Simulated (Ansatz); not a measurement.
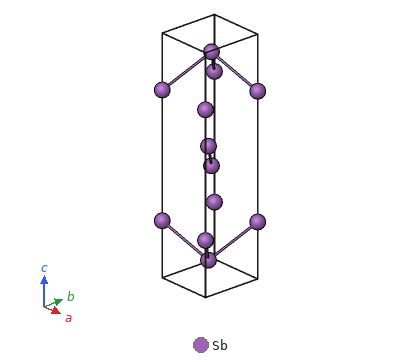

Sb, space group R-3m:H (No. 166), a = 4.377 Å, b = 4.377 Å, c = 11.515 Å, α = 90.00°, β = 90.00°, γ = 120.00°

```
site  Wyckoff       x       y       z
  Sb       6c  0.3333  0.6667  0.8995
```

Source: coordinates from a relaxation with DFT PBE, scalar-relativistic, plane waves, PAW in Ansatz.

Question: How is the cell volume shared among the sites in a plain Voronoi partition?

Answer:
```
site  faces above 1 % of the sphere  volume (Å³)  solid angle by neighbour (%)
  Sb                              6        31.84                        Sb 100
```

Weighted by multiplicity the volumes add up to the cell volume, 191.1 Å³.

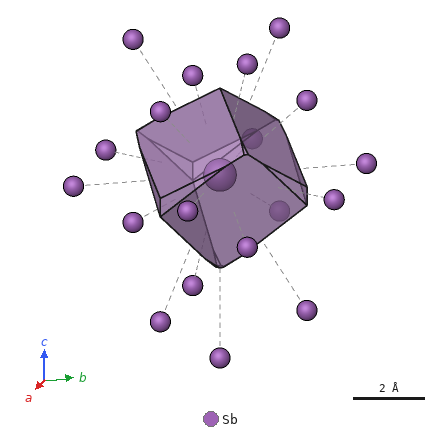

The computed Voronoi cell of Sb, with the neighbours that bound it.
